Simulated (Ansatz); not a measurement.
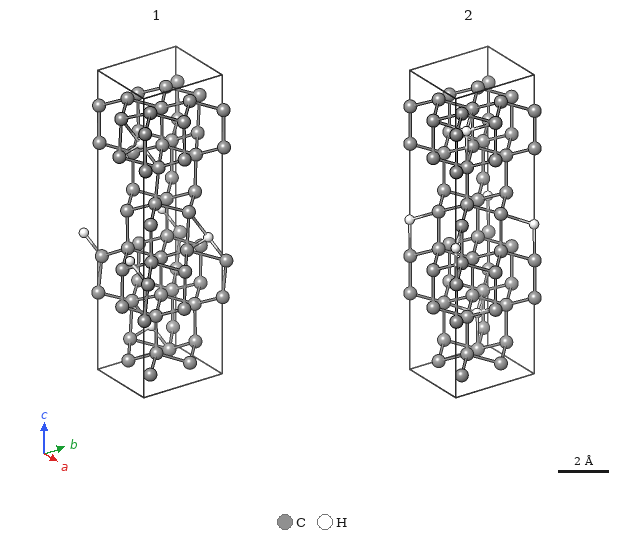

Two geometries of a defect cell of composition HC16 (cell charge +1), drawn at one scale. One is the start of a relaxation, the other its converged end. The picture is a ball-and-stick view of the conventional cell (3 times the calculation's cell) (origin shifted), seen slightly off an axis. Lengths and directions refer to the drawn axes.

Level of theory: Ansatz 0.2.0, DFT PBE, scalar-relativistic, plane waves, PAW. Set-up: plane-wave cutoff 420 eV; k-point mesh 3 × 3 × 3; occupations gaussian; smearing width 0.05 eV; no spin polarisation; atoms relaxed in a fixed cell; force threshold 0.03 eV/Å; at most 60 steps.

### Which one is relaxed?

Structure 1 is the relaxed one. It is an interstitial H in diamond C. The run prepares an end point of a later path (interstitial hop) calculation, from a guessed geometry. The largest move is that of the H atom, 0.81 Å roughly along [−2 −2 −1]. By element the largest moves are H 0.81 Å, C 0.15 Å. The cell doesn't change. Among the contacts that change: C–H 1.586 → 2.353 Å, C–H 1.738 → 1.186 Å, C–H 1.563 → 1.931 Å, C–H 1.495 → 1.186 Å. Among the angles between lasting bonds that change: C–C–C 109.5° → 102.5°, C–C–C 109.5° → 103.7°, C–C–C 109.5° → 115.1°. After 8 geometry steps the energy has fallen by 0.931 eV per cell of the calculation. The largest force component goes from 1.3 to 0.026 eV/Å.

Limits of the set-up: the periodic images lie only 5.0 Å apart, so the values are limited by the cell's size; the cell is charged, on a uniform background, and energies carry no finite-size correction.
